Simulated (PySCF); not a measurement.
| atom | x (Å) | y (Å) | z (Å) |
| --- | --- | --- | --- |
| C | -2.1938 | 0.2989 | -0.5983 |
| C | -2.2112 | 0.4223 | 0.9011 |
| O | -3.0912 | 1.0042 | 1.4932 |
| Si | -0.7795 | -0.4213 | 1.8874 |
| C | 0.7255 | -0.2945 | 0.8170 |
| C | 1.7040 | -0.1934 | 0.1081 |
| Ge | 3.2263 | -0.0377 | -1.0079 |
| H | -3.0637 | 0.7771 | -1.0438 |
| H | -2.1679 | -0.7551 | -0.8686 |
| H | -1.2811 | 0.7568 | -0.9757 |
| H | -1.1247 | -1.8367 | 2.0585 |
| H | -0.5886 | 0.2806 | 3.1537 |
| H | 3.5660 | 1.4049 | -1.1700 |
| H | 2.9083 | -0.6344 | -2.3376 |
| H | 4.3671 | -0.7637 | -0.3814 |

Geometry: GFN2-xTB.

The calculation used PBE0/def2-SVPD, SCF density, gas phase in PySCF.

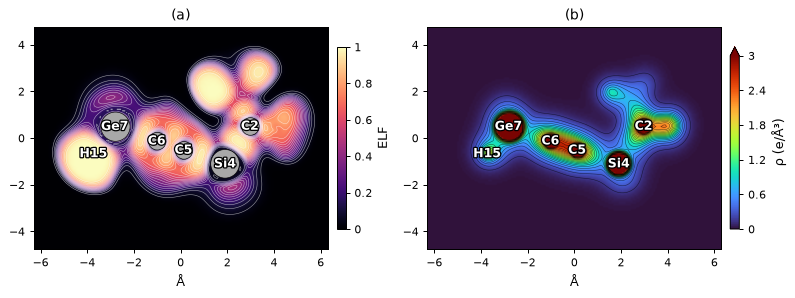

C4H8GeOSi. (a) ELF; (b) electron density on the plane of atoms C2, Si4 and C5. Grey discs cover the atomic cores in the ELF map.

What does the map show?

The plane passes through C, Si, Ge and H nuclei. C–C (1.21 Å): ρ is about 2.7 e/Å³ halfway; the ELF peaks at about 0.85 between the atoms; a multiple bond. C–Si (1.85 Å): ρ is about 0.93 e/Å³ halfway; the ELF peaks at about 0.95 between the atoms, as expected for a shared electron pair. C–Ge (1.89 Å): ρ at the midpoint is about 0.91 e/Å³; the ELF peaks at about 0.95 in the valence shell of C, 0.7 Å from its nucleus, and is about 0.65 at the midpoint. C–Si (1.93 Å): ρ at the midpoint is about 0.92 e/Å³; the ELF peaks at about 1 between the atoms (a covalent bond). The ELF also peaks beside O3, away from the bonds: lone-pair regions.
